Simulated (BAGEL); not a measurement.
# GeH2F2 (difluorogermane): HF/cc-pVDZ (density fitting with qzvpp-jkfit)

What is the energy change on altering one bond length of GeH2F2 (difluorogermane) at HF/cc-pVDZ (density fitting with qzvpp-jkfit)? 

Program for the calculation: BAGEL 1.2.2.

3 further runs of the same task are left out: 2 that didn't finish, 1 set aside as unsound or not needed. Runs told in other sessions of the task aren't counted.

**1. The system as given**

The species is GeH2F2 (5 atoms), meant as a singlet with charge 0. As SMILES, `[F][GeH2][F]`. The shape is that of a PBE0-D4/def2-TZVP optimisation.

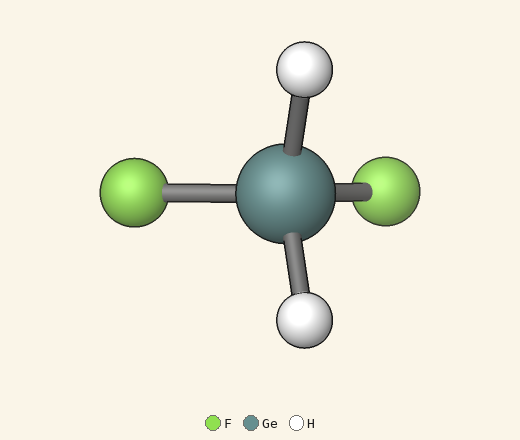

The structure, seen from a chosen angle (fluorine green, germanium teal, hydrogen white).

**2. The energy at HF/cc-pVDZ (density fitting with qzvpp-jkfit)**

hf.json

```json
{ "bagel": [

{
  "title": "molecule",
  "basis": "cc-pvdz.json",
  "df_basis": "qzvpp-jkfit",
  "angstrom": true,
  "geometry": [
    { "atom": "F", "xyz": [   -0.572600,    0.228500,    1.525800 ] },
    { "atom": "Ge", "xyz": [    0.103000,   -0.071300,   -0.032200 ] },
    { "atom": "F", "xyz": [   -0.974500,    0.694200,   -1.139700 ] },
    { "atom": "H", "xyz": [    0.047300,   -1.576200,   -0.286700 ] },
    { "atom": "H", "xyz": [    1.446600,    0.651000,   -0.108600 ] }
  ]
},
{
  "title": "hf"
},
{
  "title": "print",
  "file": "orbitals.molden",
  "orbitals": true
}

]}
```

The basis set cc-pVDZ is read from a file made from the Basis Set Exchange's data (not shown).

Started as:

```console
$ BAGEL_NUM_THREADS=1 BAGEL hf.json > hf.out
```

The log of the run:

```text
* using 1 threads per process

  ===============================================================
  ===============================================================

  *** Geometry ***

  { "atom" : "F", "xyz" : [     -1.082057,      0.431802,      2.883344 ] },
  { "atom" : "Ge", "xyz" : [      0.194642,     -0.134737,     -0.060849 ] },
  { "atom" : "F", "xyz" : [     -1.841538,      1.311848,     -2.153721 ] },
  { "atom" : "H", "xyz" : [      0.089384,     -2.978586,     -0.541784 ] },
  { "atom" : "H", "xyz" : [      2.733678,      1.230212,     -0.205224 ] },

  Number of auxiliary basis functions:      456

  Since a DF basis is specified, we compute 2- and 3-index integrals:
    o Being stored without compression. Storage requirement is 0.015 GB

  Number of basis functions:       65
  Number of electrons      :       52

    * METHOD: MOLECULE                             0.15

  *** RHF ***

  === Nuclear Repulsion ===
   222.0412925925

      * DIIS with orbital gradients will be used.

  === RHF iteration (cc-pvdz.json) ===
      0      -2275.21167950          0.01989106           0.04
      1      -2275.34717353          0.01391060           0.04
      2      -2275.44682685          0.00089866           0.04
      3      -2275.44749751          0.00015766           0.04
      4      -2275.44751940          0.00004325           0.04
      5      -2275.44752189          0.00001038           0.04
      6      -2275.44752202          0.00000199           0.04
      7      -2275.44752202          0.00000030           0.04
      8      -2275.44752202          0.00000015           0.04
      9      -2275.44752202          0.00000002           0.04
     10      -2275.44752202          0.00000001           0.04
    * SCF iteration converged.

    * Permanent dipole moment:
           (   -0.995747,     0.605077,     0.255933) a.u.

    * METHOD: HF                                   0.56

    * METHOD: PRINT                                0.01

  ===============================================================
```

Run time: 0.86 s. Hardware: 1 thread of Arm Neoverse V2, shared host.

**3. The distorted shape**

input.json

```json
{ "bagel": [

{
  "title": "molecule",
  "basis": "cc-pvdz.json",
  "df_basis": "qzvpp-jkfit",
  "angstrom": true,
  "geometry": [
    { "atom": "F", "xyz": [   -0.564244,    0.454258,    1.563979 ] },
    { "atom": "Ge", "xyz": [    0.111356,    0.154458,    0.005979 ] },
    { "atom": "F", "xyz": [   -0.966144,    0.919958,   -1.101521 ] },
    { "atom": "H", "xyz": [    0.047300,   -1.576200,   -0.286700 ] },
    { "atom": "H", "xyz": [    1.454956,    0.876758,   -0.070421 ] }
  ]
},
{ "title": "hf" },
{ "title": "print", "file": "orbitals.molden", "orbitals": true }

]}
```

The basis set cc-pVDZ is read from a file made from the Basis Set Exchange's data (not shown).

Started as:

```console
$ BAGEL_NUM_THREADS=1 BAGEL input.json > input.out
```

The log of the run:

```text
* using 1 threads per process

  ===============================================================
  ===============================================================

  *** Geometry ***

  { "atom" : "F", "xyz" : [     -1.066267,      0.858423,      2.955492 ] },
  { "atom" : "Ge", "xyz" : [      0.210432,      0.291883,      0.011299 ] },
  { "atom" : "F", "xyz" : [     -1.825748,      1.738469,     -2.081573 ] },
  { "atom" : "H", "xyz" : [      0.089384,     -2.978586,     -0.541784 ] },
  { "atom" : "H", "xyz" : [      2.749468,      1.656832,     -0.133076 ] },

  Number of auxiliary basis functions:      456

  Since a DF basis is specified, we compute 2- and 3-index integrals:
    o Being stored without compression. Storage requirement is 0.015 GB

  Number of basis functions:       65
  Number of electrons      :       52

    * METHOD: MOLECULE                             0.15

  *** RHF ***

  === Nuclear Repulsion ===
   220.3458000653

      * DIIS with orbital gradients will be used.

  === RHF iteration (cc-pvdz.json) ===
      0      -2275.19511968          0.01991381           0.04
      1      -2275.32951184          0.01403900           0.03
      2      -2275.43137868          0.00090001           0.04
      3      -2275.43210456          0.00017050           0.04
      4      -2275.43213292          0.00004795           0.04
      5      -2275.43213606          0.00001121           0.04
      6      -2275.43213621          0.00000224           0.04
      7      -2275.43213622          0.00000032           0.04
      8      -2275.43213622          0.00000017           0.04
      9      -2275.43213622          0.00000003           0.04
     10      -2275.43213622          0.00000001           0.04
    * SCF iteration converged.

    * Permanent dipole moment:
           (   -1.000950,     0.478204,     0.234551) a.u.

    * METHOD: HF                                   0.52

    * METHOD: PRINT                                0.01

  ===============================================================
```

Run time: 0.8 s. Hardware: 1 thread of Arm Neoverse V2, shared host.

**4. Outcome**

Level: HF/cc-pVDZ (density fitting with qzvpp-jkfit).

| quantity | value |
| --- | --- |
| first shape: total energy | -2275.44752 Eh |
| first shape: dipole moment | 3.03 D |
| first shape: HOMO energy | -13.76 eV |
| first shape: LUMO energy | 3.59 eV |
| first shape: HOMO–LUMO gap | 17.35 eV |
| distorted shape: total energy | -2275.43214 Eh |
| distorted shape: dipole moment | 2.88 D |
| distorted shape: HOMO energy | -13.14 eV |
| distorted shape: LUMO energy | 3.32 eV |
| distorted shape: HOMO–LUMO gap | 16.45 eV |
| energy change with the Ge2–H4 bond stretched from 1.527 to 1.756 Å | 0.419 eV |

What this shows: With the Ge2–H4 bond stretched from 1.527 to 1.756 Å the energy rises by 0.42 eV (40.4 kJ/mol). The first shape isn't relaxed at this level, so the change isn't measured from a minimum.
